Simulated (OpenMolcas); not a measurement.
**Energy and gradient calculation, with input and output: SiNH4O (part 1 of 3)**

The run: energy and gradient calculation of SiNH4O, multiplicity 2, SMILES N[SiH]O. Method and program: PBE0/def2-SVP, UKS (OpenMolcas 26.06).

The geometry comes from this level: PBE0-D4/def2-TZVP.

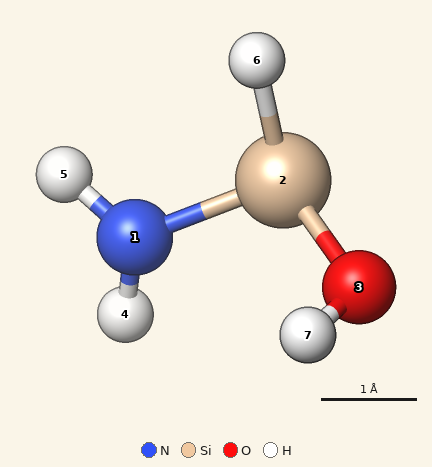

Fig. 1: The structure (ball-and-stick view, seen at a tilt; atoms are numbered from 1 in the order of the input).

**Summary**

```json
{"quantity": "outcome", "value": "converged"}
{"quantity": "total energy", "value": "−421.423907 hartree"}
{"quantity": "basis functions", "value": "66"}
{"quantity": "largest force", "value": "0.600 eV/Å"}
{"quantity": "⟨S²⟩", "value": "0.752"}
{"quantity": "dipole moment", "value": "2.47 debye"}
{"quantity": "hardware", "value": "1 thread of Arm Neoverse V1, 24 GiB of memory available, shared host"}
{"quantity": "wall time", "value": "27 s"}
{"quantity": "peak memory", "value": "0.41 GiB"}
```

**The input**
```
>>> EXPORT MOLCAS_PRINT=2

&GATEWAY
 BasLib
 $CurrDir
 Coord
 7
 angstrom
 N       -0.694900       0.548300      -0.575200
 Si       0.293100       0.159000       0.781300
 O        1.622900      -0.672400       0.270300
 H       -0.355900       1.168100      -1.294800
 H       -1.685800       0.673200      -0.432900
 H       -0.599100      -0.661900       1.664700
 H        1.480900      -1.282400      -0.459000
 Basis
 def2-SVP
 Group
 NoSym

&SEWARD
 GridInput
 Grid=UltraFine
 End of Grid

&SCF
 UHF
 Spin
 2
 KSDFT
 PBE0
 Thresholds
 1e-10 1e-07 1e-07 1e-05
 PrOrbitals
 1 2

&ALASKA
```

Launched with:
```bash
export MOLCAS_MEM=1860
pymolcas test.inp > test.log
```

**The program's output**
```
--- Start Module: gateway ---

                                              &GATEWAY

                       available to each process: 1.9 GB of memory, 1 thread

 Basis Set     1 Label: N.DEF2-SVP
 Basis set is read from library:.
 basistype.tbl is not found

 Basis Set     2 Label: SI.DEF2-SVP
 Basis set is read from library:.
 basistype.tbl is not found

 Basis Set     3 Label: O.DEF2-SVP
 Basis set is read from library:.
 basistype.tbl is not found

 Basis Set     4 Label: H.DEF2-SVP
 Basis set is read from library:.
 basistype.tbl is not found

++    Symmetry information:
      ---------------------

                    Character Table for C1

                             E
                    a        1  x, y, xy, Rz, z, xz, Ry, yz, Rx, I
--

++    Basis set information:
      ----------------------

      Basis set label: N.DEF2-SVP.........

      Electronic valence basis set:
      ------------------
      Associated Effective Charge   7.000000 au
      Associated Actual Charge      7.000000 au
      Nuclear Model: Point charge

      Shell  nPrim  nBasis  Cartesian Spherical Contaminant
         s       7       3        X
         p       4       2        X
         d       1       1                 X

      Basis set label: SI.DEF2-SVP.........

      Electronic valence basis set:
      ------------------
      Associated Effective Charge  14.000000 au
      Associated Actual Charge     14.000000 au
      Nuclear Model: Point charge

      Shell  nPrim  nBasis  Cartesian Spherical Contaminant
         s      10       4        X
         p       7       3        X
         d       1       1                 X

      Basis set label: O.DEF2-SVP.........

      Electronic valence basis set:
      ------------------
      Associated Effective Charge   8.000000 au
      Associated Actual Charge      8.000000 au
      Nuclear Model: Point charge

      Shell  nPrim  nBasis  Cartesian Spherical Contaminant
         s       7       3        X
         p       4       2        X
         d       1       1                 X

      Basis set label: H.DEF2-SVP.........

      Electronic valence basis set:
      ------------------
      Associated Effective Charge   1.000000 au
      Associated Actual Charge      1.000000 au
      Nuclear Model: Point charge

      Shell  nPrim  nBasis  Cartesian Spherical Contaminant
         s       4       2        X
         p       1       1        X
--

++    Molecular structure info:
      -------------------------

                    ************************************************
                    **** Cartesian Coordinates / bohr, angstrom ****
                    ************************************************

     Center  Label                x              y              z                     x              y              z
        1      N1              -1.313171       1.036137      -1.086970             -0.694900       0.548300      -0.575200
        2      SI2              0.553879       0.300466       1.476443              0.293100       0.159000       0.781300
        3      O3               3.066837      -1.270652       0.510793              1.622900      -0.672400       0.270300
        4      H4              -0.672554       2.207389      -2.446817             -0.355900       1.168100      -1.294800
        5      H5              -3.185700       1.272164      -0.818062             -1.685800       0.673200      -0.432900
        6      H6              -1.132135      -1.250810       3.145827             -0.599100      -0.661900       1.664700
        7      H7               2.798495      -2.423385      -0.867384              1.480900      -1.282400      -0.459000

                    ***************************************
                    *    InterNuclear Distances / bohr    *
                    ***************************************

               1 N1            2 SI2           3 O3            4 H4            5 H5            6 H6
    1 N1       0.000000
    2 SI2      3.255484        0.000000
    3 O3       5.201787        3.117026        0.000000
    4 H4       1.905625        4.531276        5.901463        0.000000
    5 H5       1.906407        4.493707        6.879388        3.137419        0.000000
    6 H6       4.814507        2.834774        4.957334        6.591512        5.127860        0.000000
    7 H7       5.377946        4.236885        1.816638        5.998905        7.033499        5.738524

               7 H7
    7 H7       0.000000

                    *******************************************
                    *    InterNuclear Distances / angstrom    *
                    *******************************************

               1 N1            2 SI2           3 O3            4 H4            5 H5            6 H6
    1 N1       0.000000
    2 SI2      1.722728        0.000000
    3 O3       2.752667        1.649459        0.000000
    4 H4       1.008413        2.397848        3.122920        0.000000
    5 H5       1.008827        2.377967        3.640416        1.660250        0.000000
    6 H6       2.547727        1.500098        2.623308        3.488078        2.713547        0.000000
    7 H7       2.845887        2.242063        0.961323        3.174484        3.721967        3.036696

               7 H7
    7 H7       0.000000

                    **************************************
                    *    Valence Bond Angles / degree    *
                    **************************************
                          Atom centers                 Phi
                      4 H4       1 N1       5 H5       110.78
--

            Nuclear Potential Energy            111.03366877 au

--- Stop Module: gateway /rc=_RC_ALL_IS_WELL_ ---

--- Start Module: seward ---

                                              &SEWARD

                       available to each process: 1.9 GB of memory, 1 thread

               SEWARD will generate:
                  Multipole Moment integrals up to order  2
                  Kinetic Energy integrals
                  Nuclear Attraction integrals (point charge)
                  One-Electron Hamiltonian integrals
                  Velocity integrals
                  Orbital angular momentum around (  0.7088   0.0386   0.5364 )
                  Velocity quadrupole around (  0.7088   0.0386   0.5364 )
                  Two-Electron Repulsion integrals

                   Integrals are discarded if absolute value <: 1.00E-14
                   Integral cutoff threshold is set to       <: 1.00E-16

            Nuclear Potential Energy            111.03366877 au

      Basis set specifications :
      Symmetry species         a
      Basis functions           66

--- Stop Module: seward /rc=_RC_ALL_IS_WELL_ ---
--- Module seward spent 1 second ---

--- Start Module: scf ---

                                                &SCF

                       available to each process: 1.9 GB of memory, 1 thread

++    Input section:
      --------------

      Header of the integral files:

      Cartesian coordinates in angstrom:
      -----------------------------------------------------
      No.  Label        X            Y            Z
      -----------------------------------------------------
       1   N1        -0.69490000   0.54830000  -0.57520000
       2   SI2        0.29310000   0.15900000   0.78130000
       3   O3         1.62290000  -0.67240000   0.27030000
       4   H4        -0.35590000   1.16810000  -1.29480000
       5   H5        -1.68580000   0.67320000  -0.43290000
       6   H6        -0.59910000  -0.66190000   1.66470000
       7   H7         1.48090000  -1.28240000  -0.45900000
      -----------------------------------------------------
      Nuclear repulsion energy =  111.03366877
--

++    Orbital specifications:
      -----------------------

      Symmetry species               1
                                     a
      Frozen orbitals                0
      Occupied orbitals alpha       17
      Occupied orbitals beta        16
      Secondary orbitals alpha      49
      Secondary orbitals beta       50
      Deleted orbitals               0
      Total number of orbitals      66
      Number of basis functions     66
--

      Molecular charge                           0.000

      Numerical integration parameters
      --------------------------------
      Radial quadrature type:                         MHL
      Size of radial grid:                            99
      Lebedev angular grid:                           41
      Angular grid pruned with the crowding factor:  1.00E+10
                                 and fading factor:  1.00E+01
      Screening threshold for integral computation:   1.00E-11
      Radial quadrature accuracy:                     1.00E-25
      Maximum batch size:                             128
      AO values are stored on disk
      The same grid will be used for all iterations.

      DFT functional specifications
      -----------------------------
      Using Libxc version: 6.2.2
      Please cite the following reference:
      S. Lehtola, C. Steigemann, M. J.T. Oliveira, and M. A.L. Marques.,  SoftwareX 7, 1–5 (2018) doi:10.1016/j.softx.2017.11.002

      * PBEH (PBE0)

++    Optimization specifications:
      ----------------------------

      SCF Algorithm: Conventional USCF
      D(i)-D(i-1) density differences are used
      Number of density matrices in core                 5
      Maximum number of NDDO SCF iterations            400
      Maximum number of HF SCF iterations              400
      Threshold for SCF energy change             1.00E-10
      Threshold for density matrix                1.00E-07
      Threshold for Fock matrix                   1.00E-07
      Threshold for linear dependence             1.00E-09
      Threshold at which DIIS is turned on        1.50E-01
      Maximum depth in the DIIS procedure                5
      Maximum depth in the BFGS Hessian update          30
      Threshold at which QNR/C2DIIS is turned on  7.50E-02
      Threshold for Norm(delta) (QNR/C2DIIS)      1.00E-05
      All orbitals punched on: UHFORB
--

      Input vectors read from INPORB
      Orbital file label: *Guess orbitals

++ Convergence information
                               UHF PBE0       iterations: Energy and convergence statistics

Iter     Tot. PBE0       One-elec.       Two-elec.     Energy      Max Dij or  Max Fij      DNorm      TNorm      AccCon     Time
         Energy          Energy          Energy        Change      Delta Norm                                                in Sec.
   1  -421.039289391  -830.003725998   297.930767841   0.00E+00    3.67E-01*   9.64E-02*    7.41E+00   1.29E+02   None         2.
   2  -421.268058744  -829.469659652   297.167932141  -2.29E-01*   3.72E-01*   9.46E-02*    2.51E+00   1.29E+02   EDIIS        1.
   3  -421.232243193  -833.956702626   301.690790666   3.58E-02*   5.16E-02*   5.37E-02*    1.59E+00   1.30E+02   EDIIS        1.
   4  -421.422634806  -830.552804005   298.096500432  -1.90E-01*   2.00E-02*   7.74E-03*    4.03E-01   1.30E+02   c2DIIS       1.
   5  -421.423379091  -831.228582629   298.771534771  -7.44E-04*   7.29E-02*   3.77E-03*    1.97E-01   1.30E+02   QNRc2DIIS    1.
   6  -421.423552093  -830.735834461   298.278613602  -1.73E-04*   3.34E-02*   3.71E-03*    1.40E-01   1.30E+02   QNRc2DIIS    1.
   7  -421.423883588  -830.919019317   298.461466963  -3.31E-04*   7.66E-03*   1.15E-03*    5.72E-02   1.30E+02   QNRc2DIIS    1.
   8  -421.423906597  -830.941838837   298.484263473  -2.30E-05*   8.96E-04*   6.18E-05*    1.21E-02   1.30E+02   QNRc2DIIS    1.
   9  -421.423906707  -830.940984919   298.483409444  -1.10E-07*   2.59E-04*   4.03E-05*    1.63E-03   1.30E+02   QNRc2DIIS    1.
  10  -421.423906725  -830.940697867   298.483122375  -1.74E-08*   4.88E-05*   3.34E-06*    4.16E-04   1.30E+02   QNRc2DIIS    1.
  11  -421.423906725  -830.940790619   298.483215127  -2.65E-10*   1.78E-05*   2.15E-06*    7.00E-05   1.30E+02   QNRc2DIIS    1.
  12  -421.423906725  -830.940701257   298.483125765  -6.89E-11    8.92E-06    1.12E-06*    2.62E-05   1.30E+02   QNRc2DIIS    1.
  13  -421.423906725  -830.940748646   298.483173154  -1.82E-11    3.99E-06    4.30E-07*    1.29E-05   1.30E+02   QNRc2DIIS    1.
  14  -421.423906725  -830.940736984   298.483161492  -3.64E-12    1.02E-06    4.72E-08     5.84E-06   1.30E+02   QNRc2DIIS    1.

       Convergence after  14 Iterations
--

 *****************************************************************************************************************************
 *                                             SCF/KS-DFT Program, Final results                                             *
 *                                                       Final Results                                                       *
 *****************************************************************************************************************************

::    Total KS-DFT energy                            -421.4239067251
      One-electron energy                            -830.9407369843
      Two-electron energy                             298.4831614923
      Nuclear repulsion energy                        111.0336687669
      Kinetic energy (interpolated)                   419.6967009316
      Virial theorem                                    1.0041153666
      Total spin, S(S+1)                                0.7517490133
      Total spin, S                                     0.5008741246
      Max non-diagonal density matrix element           0.0000005642
      Max non-diagonal Fock matrix element              0.0000000261

      All orbitals with orbital energies smaller than  E(LUMO)+0.5 are printed

++    Molecular orbitals:
      -------------------

      Title: UKS-DFT orbitals (alpha)

      Molecular orbitals for symmetry species 1: a
```
